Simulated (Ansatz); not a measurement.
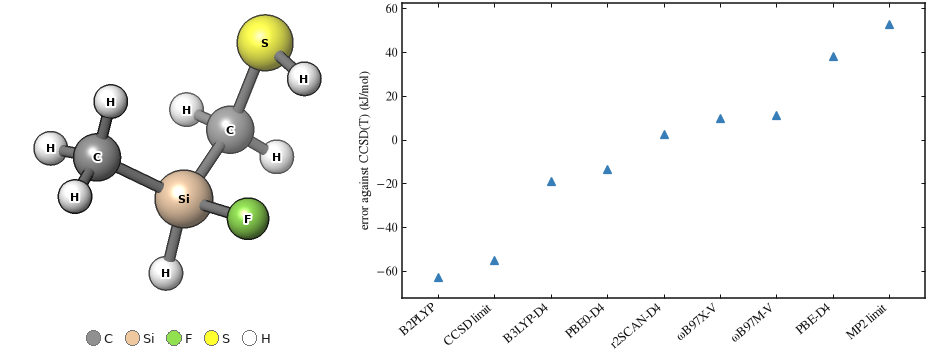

Error in the electronic atomisation energy (method less reference, so positive means overbinding) of C₂H₇FSSi, SMILES C[Si@H](F)CS: functionals in def2-TZVPP against frozen-core CCSD(T) at the limit (MP2 extrapolated from triple and quadruple zeta, plus CCSD(T) less MP2 in a smaller set), which gives 4399.7 kJ/mol, at a PBE0-D4/def2-TZVP geometry (no frequency check), no zero-point or spin-orbit term, the Ansatz code 0.2.0. The reference leaves out core correlation, a term that grows with the number of heavy atoms. B2PLYP holds a correlation term that converges slowly with the basis, so part of the distance to the limit is basis error. No dispersion term is added to B2PLYP. Limit means the basis limit.

Question: Which of these levels overbind, and which underbind?

Answer: Overbind: PBE-D4 and MP2 limit. Underbind: B2PLYP and CCSD limit. Within 25 kJ/mol of zero, too close to call in view of what the reference leaves out: B3LYP-D4, PBE0-D4, r2SCAN-D4, ωB97X-V and ωB97M-V.

Question: Give the values.

Answer:
| level | kJ/mol |
| --- | --- |
| B2PLYP | −63.0 |
| CCSD limit | −55.1 |
| B3LYP-D4 | −18.9 |
| PBE0-D4 | −13.6 |
| r2SCAN-D4 | 2.6 |
| ωB97X-V | 10.1 |
| ωB97M-V | 11.2 |
| PBE-D4 | 38.2 |
| MP2 limit | 52.9 |

Caveats, for all or some of the runs: one conformer of a flexible molecule.
